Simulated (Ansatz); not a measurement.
**SiGeHO (quartet): the correlation ladder, cc-pVDZ**

How much of the correlation energy of SiGeHO (quartet) does each wave-function method recover here?

The runs use Ansatz 0.2.0, Gaussian basis; cc-pVDZ, core rule «outside noble gas», up to 20 orbitals frozen.

To be run: UHF; CCSD(T) on ROHF; CCSD(T) on UHF; BCCD(T) on ROHF; CISD as a restricted active space (open shells left free, so some higher excitations enter); CCSDT(Q) on ROHF; CCSDT(Q) on UHF.

28 further runs of the same task are left out: 13 that didn't finish, 15 set aside as unsound or not needed. Runs told in other sessions of the task aren't counted.

## 1. What is computed

The geometry is a PBE0/def2-TZVP stationary point (not a proven minimum). No spin-orbit coupling is included. The filled d shell of Ge may be among the frozen orbitals whatever the setting's name suggests.

4 atoms, charge 0, spin multiplicity 4.

Atoms are counted from 1 here; the program's logs count them from 0.

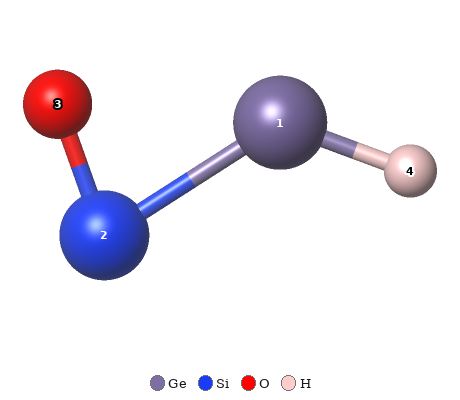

The geometry (germanium purple, silicon blue, oxygen red, hydrogen pink); atoms are numbered from 1 in the order of the file.

As a file:

```xyz
4

Ge    0.0000   -0.0410    0.8516
Si    0.0000    0.6188   -1.4219
O     0.0000   -0.9568   -1.5032
H     0.0000    0.9028    2.1070
```

In the tables R marks a restricted open-shell determinant and U an unrestricted one; energies count from the table's Hartree-Fock row.

## 2. UHF

in.yaml

```yaml
crystal:
  periodic: [false, false, false]
  atoms:
    - {symbol: Ge, position_ang: [0.000000, -0.041029, 0.851607]}
    - {symbol: Si, position_ang: [0.000000, 0.618777, -1.421905]}
    - {symbol: O, position_ang: [0.000000, -0.956801, -1.503152]}
    - {symbol: H, position_ang: [0.000000, 0.902764, 2.107007]}
basis:
  gaussian: {orbitals: cc-pVDZ}
magnetization: {spin_polarized: true, initial_magnetization: 3}
hamiltonian: {xc: hf}
output: {orbitals: {seedname: orbitals}}
```

The run is started by

```sh
$ ansatz run in.yaml --threads 1 --pin off --events-out ev --progress --plain --max-ram 2393MiB
```

Log:

```text
Functional definition: HF
  name "HF"
  cite "Fock, Z. Phys. 61, 126 (1930) doi:10.1007/BF01340294"
  parent pbe
  exchange = exact_x
  correlation = 0
683 factors; integrals over basis functions are off by at most 1.2e-3 eV
mean field evaluation 1: about -66380.5849 eV, gradient 2.9e1 eV
mean field evaluation 2: about -66380.5922 eV, gradient 2.9e1 eV
mean field evaluation 4: about -66385.2266 eV, gradient 3.4e0 eV
mean field evaluation 8: about -66385.6740 eV, gradient 5.4e-1 eV
mean field evaluation 16: about -66385.7050 eV, gradient 1.9e-5 eV
mean field evaluation 32: about -66385.6287 eV, gradient 6.6e-1 eV
mean field evaluation 64: about -66381.5959 eV, gradient 1.9e0 eV
mean field -66385.70499921 eV, -2439.6296608740 hartree, gradient 1.9e-5 eV, S^2 3.807360; 1 other end points of the search recorded, 0 dependent functions left out
reference -66385.70499921 eV, -2439.6296608740 hartree; 29, 26 occupied and 35, 38 virtual orbitals, 683 factors
Total energy: -66385.70499921 eV, -2439.6296608740 hartree
```

It took 3.2 s on 1 thread of Arm Neoverse V1, shared host.

From the report: ⟨S²⟩ of the determinant 3.807 (pure quartet: 3.75).

## 3. CCSD(T) on ROHF

Edit in.yaml of step 2 so:

```diff
@@ -9,4 +9,3 @@
   gaussian: {orbitals: cc-pVDZ}
-magnetization: {spin_polarized: true, initial_magnetization: 3}
-hamiltonian: {xc: hf}
-output: {orbitals: {seedname: orbitals}}
+magnetization: {spin_polarized: false, initial_magnetization: 3}
+correlation: {method: ccsd_t, electrons: outside_noble_gas}
```

Launched as before.

Log, shortened:

```text
Functional definition: HF
  name "HF"
  cite "Fock, Z. Phys. 61, 126 (1930) doi:10.1007/BF01340294"
  parent pbe
[...]
683 factors; integrals over basis functions are off by at most 1.2e-3 eV
[...]
mean field -66385.32481934 eV, -2439.6156895214 hartree, gradient 1.3e-6 eV, S^2 3.750000; 8 other end points of the search recorded, 0 dependent functions left out
[...]
determinant -66385.32481934 eV, -2439.6156895214 hartree, with singles and doubles -66394.98107141 eV, -2439.9705502396 hartree
determinant -66383.43838483 eV, -2439.5463643317 hartree, with singles and doubles -66392.17150573 eV, -2439.8673006056 hartree
determinant -66382.26644236 eV, -2439.5032962406 hartree, with singles and doubles -66392.04087074 eV, -2439.8624998581 hartree
determinant -66382.07043922 eV, -2439.4960932580 hartree, with singles and doubles -66391.86087788 eV, -2439.8558852425 hartree
20 core orbitals not correlated: weight in the atoms' cores, before any rotation towards them, 0.999 or more for the frozen orbitals, at most 0.000 for the correlated occupied ones
reference -66385.32481934 eV, -2439.6156895214 hartree; 9, 6 occupied and 35, 38 virtual orbitals, 683 factors
second order -8.34381783 eV of doubles, -0.20170886 eV of singles
cycle   1  -9.65564245 eV  change    6.1e-4 eV  update   5.1e-3
[...]
cycle  10  -9.66691406 eV  change   -1.5e-7 eV  update   1.1e-5
perturbative correction -0.38112192 eV, -0.0140059721 hartree
Total energy: -66395.37285531 eV, -2439.9849480326 hartree
```

It took 16 s on 1 thread of Arm Neoverse V1, shared host.

From the report: correlation -10.0480 eV; T1 0.062; largest double amplitude 0.06.

## 4. CCSD(T) on UHF

Edit in.yaml of step 3 so:

```diff
@@ -9,3 +9,3 @@
   gaussian: {orbitals: cc-pVDZ}
-magnetization: {spin_polarized: false, initial_magnetization: 3}
+magnetization: {spin_polarized: true, initial_magnetization: 3}
 correlation: {method: ccsd_t, electrons: outside_noble_gas}
```

Same command.

Log, shortened:

```text
Functional definition: HF
  name "HF"
  cite "Fock, Z. Phys. 61, 126 (1930) doi:10.1007/BF01340294"
  parent pbe
[...]
683 factors; integrals over basis functions are off by at most 1.2e-3 eV
[...]
mean field -66385.70499921 eV, -2439.6296608740 hartree, gradient 1.9e-6 eV, S^2 3.807360; 9 other end points of the search recorded, 0 dependent functions left out
determinant -66385.70499921 eV, -2439.6296608740 hartree, with singles and doubles -66395.01237979 eV, -2439.9717008015 hartree
determinant -66383.62572805 eV, -2439.5532490682 hartree, with singles and doubles -66392.19117915 eV, -2439.8680235904 hartree
determinant -66383.10908499 eV, -2439.5342627860 hartree, with singles and doubles -66392.11061502 eV, -2439.8650629132 hartree
determinant -66382.94497625 eV, -2439.5282319010 hartree, with singles and doubles -66392.10304320 eV, -2439.8647846540 hartree
determinant -66382.44457898 eV, -2439.5098426407 hartree, with singles and doubles -66391.87354997 eV, -2439.8563509330 hartree
20 core orbitals not correlated: weight in the atoms' cores, before any rotation towards them, 0.999 or more for the frozen orbitals, at most 0.000 for the correlated occupied ones
reference -66385.70499921 eV, -2439.6296608740 hartree; 9, 6 occupied and 35, 38 virtual orbitals, 683 factors
second order -8.20057495 eV of doubles, -0.00000000 eV of singles
cycle   1  -9.30760936 eV  change   -2.3e-4 eV  update   5.1e-3
[...]
cycle  10  -9.31898146 eV  change   -9.0e-6 eV  update   1.1e-5
perturbative correction -0.36110561 eV, -0.0132703865 hartree
Total energy: -66395.38508628 eV, -2439.9853975125 hartree
```

Run time: 18 s. Hardware: 1 thread of Arm Neoverse V1, shared host.

From the report: ⟨S²⟩ of the determinant 3.807 (pure quartet: 3.75); correlation -9.6801 eV; T1 0.049; largest double amplitude 0.06.

## 5. BCCD(T) on ROHF

Edit in.yaml of step 4 so:

```diff
@@ -9,3 +9,3 @@
   gaussian: {orbitals: cc-pVDZ}
-magnetization: {spin_polarized: true, initial_magnetization: 3}
-correlation: {method: ccsd_t, electrons: outside_noble_gas}
+magnetization: {spin_polarized: false, initial_magnetization: 3}
+correlation: {method: bccd_t, electrons: outside_noble_gas}
```

Launched as before.

Log, shortened:

```text
Functional definition: HF
  name "HF"
  cite "Fock, Z. Phys. 61, 126 (1930) doi:10.1007/BF01340294"
  parent pbe
[...]
683 factors; integrals over basis functions are off by at most 1.2e-3 eV
[...]
mean field -66385.32481934 eV, -2439.6156895214 hartree, gradient 1.3e-6 eV, S^2 3.750000; 8 other end points of the search recorded, 0 dependent functions left out
[...]
determinant -66385.32481934 eV, -2439.6156895214 hartree, with singles and doubles -66394.98107141 eV, -2439.9705502396 hartree
determinant -66383.43838483 eV, -2439.5463643317 hartree, with singles and doubles -66392.17150573 eV, -2439.8673006056 hartree
determinant -66382.26644236 eV, -2439.5032962406 hartree, with singles and doubles -66392.04087074 eV, -2439.8624998581 hartree
determinant -66382.07043922 eV, -2439.4960932580 hartree, with singles and doubles -66391.86087788 eV, -2439.8558852425 hartree
20 core orbitals not correlated: weight in the atoms' cores, before any rotation towards them, 0.999 or more for the frozen orbitals, at most 0.000 for the correlated occupied ones
reference -66385.32481934 eV, -2439.6156895214 hartree; 9, 6 occupied and 35, 38 virtual orbitals, 683 factors
second order -8.34381783 eV of doubles, -0.20170886 eV of singles
cycle   1  -9.57500298 eV  change    8.1e-2 eV  update   4.3e-2
[...]
cycle  14  -9.61865333 eV  change    1.7e-6 eV  update   1.2e-5
perturbative correction -0.44757852 eV, -0.0164482074 hartree
Total energy: -66395.39105119 eV, -2439.9856167188 hartree
```

Wall time 17 s (1 thread of Arm Neoverse V1, shared host).

From the report: correlation -10.0662 eV; largest double amplitude 0.05.

## 6. CISD as a restricted active space (open shells left free, so some higher excitations enter)

Edit in.yaml of step 5 so:

```diff
@@ -10,2 +10,2 @@
 magnetization: {spin_polarized: false, initial_magnetization: 3}
-correlation: {method: bccd_t, electrons: outside_noble_gas}
+correlation: {active_space: {ras: {orbitals: [6, 3, 35], electrons: 15, max_holes: 2, max_particles: 2}, fixed_orbitals: true}}
```

Launched as before.

Log:

```text
Functional definition: HF
  name "HF"
  cite "Fock, Z. Phys. 61, 126 (1930) doi:10.1007/BF01340294"
  parent pbe
  exchange = exact_x
  correlation = 0
683 factors; integrals over basis functions are off by at most 1.2e-3 eV
mean field evaluation 1: about -66379.6006 eV, gradient 4.3e1 eV
mean field evaluation 2: about -66379.6074 eV, gradient 4.3e1 eV
mean field evaluation 4: about -66384.7546 eV, gradient 6.3e0 eV
mean field evaluation 8: about -66385.2281 eV, gradient 1.2e0 eV
mean field evaluation 16: about -66385.3248 eV, gradient 1.6e-5 eV
mean field evaluation 32: about -66385.3158 eV, gradient 4.9e-1 eV
mean field evaluation 64: about -66385.2185 eV, gradient 1.2e0 eV
mean field -66385.32481934 eV, -2439.6156895214 hartree, gradient 1.3e-6 eV, S^2 3.750000; 5 other end points of the search recorded, 0 dependent functions left out
reference -66385.32481934 eV, -2439.6156895214 hartree; 29, 26 occupied and 35, 38 virtual orbitals, 683 factors
state -66393.79914619 eV, -2439.9271152891 hartree
Total energy: -66393.79914619 eV, -2439.9271152891 hartree
```

Run time: 42 s. Hardware: 1 thread of Arm Neoverse V1, shared host.

From the report: 293,138 determinants.

## 7. CCSDT(Q) on ROHF

Edit in.yaml of step 6 so:

```diff
@@ -10,2 +10,2 @@
 magnetization: {spin_polarized: false, initial_magnetization: 3}
-correlation: {active_space: {ras: {orbitals: [6, 3, 35], electrons: 15, max_holes: 2, max_particles: 2}, fixed_orbitals: true}}
+correlation: {method: ccsdt_q, electrons: outside_noble_gas}
```

The command is unchanged.

Log, shortened:

```text
Functional definition: HF
  name "HF"
  cite "Fock, Z. Phys. 61, 126 (1930) doi:10.1007/BF01340294"
  parent pbe
[...]
1238 factors; integrals over basis functions are off by at most 1.5e-7 eV
[...]
mean field -66385.32505998 eV, -2439.6156983648 hartree, gradient 3.0e-6 eV, S^2 3.750000; 9 other end points of the search recorded, 0 dependent functions left out
[...]
determinant -66385.32505998 eV, -2439.6156983648 hartree, with singles and doubles -66394.98131050 eV, -2439.9705590260 hartree
determinant -66383.43862389 eV, -2439.5463731170 hartree, with singles and doubles -66392.17176556 eV, -2439.8673101541 hartree
determinant -66382.26671248 eV, -2439.5033061673 hartree, with singles and doubles -66392.04113703 eV, -2439.8625096441 hartree
determinant -66382.14138011 eV, -2439.4987002876 hartree, with singles and doubles -66392.13627807 eV, -2439.8660060127 hartree
determinant -66382.07068311 eV, -2439.4961022206 hartree, with singles and doubles -66391.86114620 eV, -2439.8558951031 hartree
20 core orbitals not correlated: weight in the atoms' cores, before any rotation towards them, 0.999 or more for the frozen orbitals, at most 0.000 for the correlated occupied ones
reference -66385.32505998 eV, -2439.6156983648 hartree; 9, 6 occupied and 35, 38 virtual orbitals, 1238 factors
second order -8.34384039 eV of doubles, -0.20170737 eV of singles
cycle   1  -8.92328404 eV  change   -3.7e-1 eV  update   1.5e-1
[...]
cycle  22  -10.10522921 eV  change    1.2e-7 eV  update   1.8e-6
perturbative correction -0.05350093 eV, -0.0019661228 hartree
Total energy: -66395.48379011 eV, -2439.9890248113 hartree
```

Run time: 1.9 min. Hardware: 1 thread of Arm Neoverse V1, shared host; peak memory 1.1 GiB.

From the report: correlation -10.1587 eV; T1 0.067; largest double amplitude 0.08.

## 8. CCSDT(Q) on UHF

Edit in.yaml of step 7 so:

```diff
@@ -9,3 +9,3 @@
   gaussian: {orbitals: cc-pVDZ}
-magnetization: {spin_polarized: false, initial_magnetization: 3}
+magnetization: {spin_polarized: true, initial_magnetization: 3}
 correlation: {method: ccsdt_q, electrons: outside_noble_gas}
```

Launched as before.

Log, shortened:

```text
Functional definition: HF
  name "HF"
  cite "Fock, Z. Phys. 61, 126 (1930) doi:10.1007/BF01340294"
  parent pbe
[...]
1238 factors; integrals over basis functions are off by at most 1.5e-7 eV
[...]
mean field -66385.70523846 eV, -2439.6296696661 hartree, gradient 6.6e-6 eV, S^2 3.807360; 9 other end points of the search recorded, 0 dependent functions left out
determinant -66385.70523846 eV, -2439.6296696661 hartree, with singles and doubles -66395.01261965 eV, -2439.9717096163 hartree
determinant -66383.62596558 eV, -2439.5532577974 hartree, with singles and doubles -66392.19143615 eV, -2439.8680330347 hartree
determinant -66383.10935477 eV, -2439.5342727004 hartree, with singles and doubles -66392.11087789 eV, -2439.8650725735 hartree
determinant -66382.94521657 eV, -2439.5282407328 hartree, with singles and doubles -66392.10330480 eV, -2439.8647942674 hartree
determinant -66382.44482135 eV, -2439.5098515475 hartree, with singles and doubles -66391.87383294 eV, -2439.8563613322 hartree
20 core orbitals not correlated: weight in the atoms' cores, before any rotation towards them, 0.999 or more for the frozen orbitals, at most 0.000 for the correlated occupied ones
reference -66385.70523846 eV, -2439.6296696661 hartree; 9, 6 occupied and 35, 38 virtual orbitals, 1238 factors
second order -8.20059570 eV of doubles, -0.00000000 eV of singles
cycle   1  -8.63896902 eV  change   -4.4e-1 eV  update   1.4e-1
[...]
cycle  22  -9.73945222 eV  change    1.0e-7 eV  update   1.7e-6
perturbative correction -0.05314689 eV, -0.0019531121 hartree
Total energy: -66395.49783756 eV, -2439.9895410456 hartree
```

Wall time 1.7 min (1 thread of Arm Neoverse V1, shared host); peak memory 0.77 GiB.

From the report: ⟨S²⟩ of the determinant 3.807 (pure quartet: 3.75); correlation -9.7926 eV; T1 0.052; largest double amplitude 0.07.

## 9. Misses and costs

The yardstick is UCCSDT(Q), where the cluster series has nearly closed. Rows without a time are mean-field rows or come out of runs for another level: lower rungs of the coupled-cluster runs, or the Hartree-Fock search.

Differences are taken before rounding.

| method | energy from the lowest ROHF (meV) | from UCCSDT(Q) (meV) | time |
| --- | --- | --- | --- |
| ROHF | 0.0 | +10173.0 |  |
| UHF | -380.2 | +9792.8 |  |
| RMP2 | -8545.5 | +1627.5 |  |
| UMP2 | -8580.8 | +1592.3 |  |
| CISD | -8474.3 | +1698.7 | 42 s |
| RCCSD | -9666.9 | +506.1 |  |
| UCCSD | -9699.2 | +473.9 |  |
| RCCSD(T) | -10048.0 | +125.0 | 16 s |
| UCCSD(T) | -10060.3 | +112.8 | 18 s |
| BCCD(T) | -10066.2 | +106.8 | 17 s |
| RCCSDT | -10105.5 | +67.5 |  |
| UCCSDT | -10119.9 | +53.1 |  |
| RCCSDT(Q) | -10159.0 | +14.0 | 1.9 min |
| UCCSDT(Q) | -10173.0 | 0 | 1.7 min |

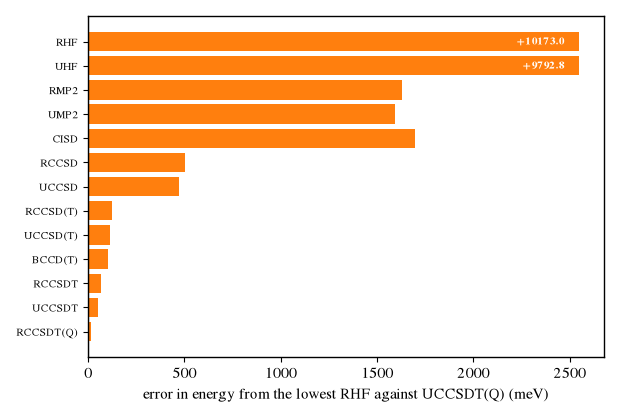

Error of each method against UCCSDT(Q). Bars with a number in them are cut short.

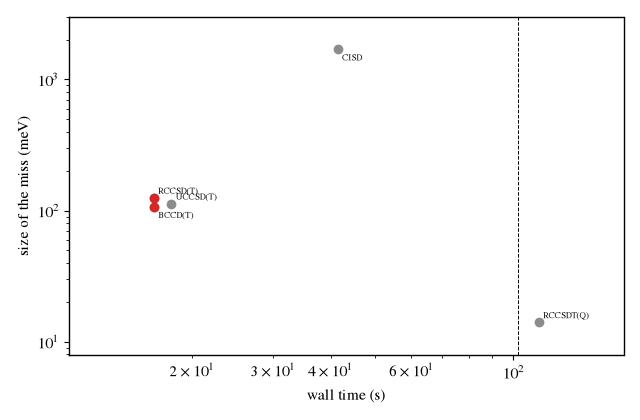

Accuracy for the time spent; red marks the levels that beat every quicker one drawn (of those quicker than the yardstick), and the dashed line is the time of UCCSDT(Q). Times are from a shared host.

With the free atoms at the same levels and basis (separate runs), the atomisation energy is 8.590 eV at UCCSDT(Q), 8.501 eV at RCCSD(T), 8.501 eV at UCCSD(T), 5.285 eV at ROHF.

## 10. What came out

| quantity | value |
| --- | --- |
| UCCSDT(Q) from the ROHF energy | -10.1730 eV |
| RMP2 from UCCSDT(Q) | +1627.5 meV |
| UMP2 from UCCSDT(Q) | +1592.3 meV |
| RCCSD from UCCSDT(Q) | +506.1 meV |
| RCCSD(T) from UCCSDT(Q) | +125.0 meV |
| UCCSD(T) from UCCSDT(Q) | +112.8 meV |
| RCCSDT(Q) from UCCSDT(Q) | +14.0 meV |
| levels within 1 kcal/mol (43 meV) | RCCSDT(Q) |
| T1 diagnostic | 0.062 |

RCCSD(T) lands +125.0 meV from the yardstick (1.2 % of the correlation energy). These misses are within one basis, not against nature; the frozen cores of restricted and unrestricted runs differ, which can shift their rows.

With open shells the CI space here admits some higher excitations, so it is larger than plain CISD.

For cost: BCCD(T) gets within 106.8 meV in 17 s, where UCCSDT(Q) took 1.7 min; the quickest level in the cost chart, RCCSD(T), takes 16 s and misses by 125.0 meV.
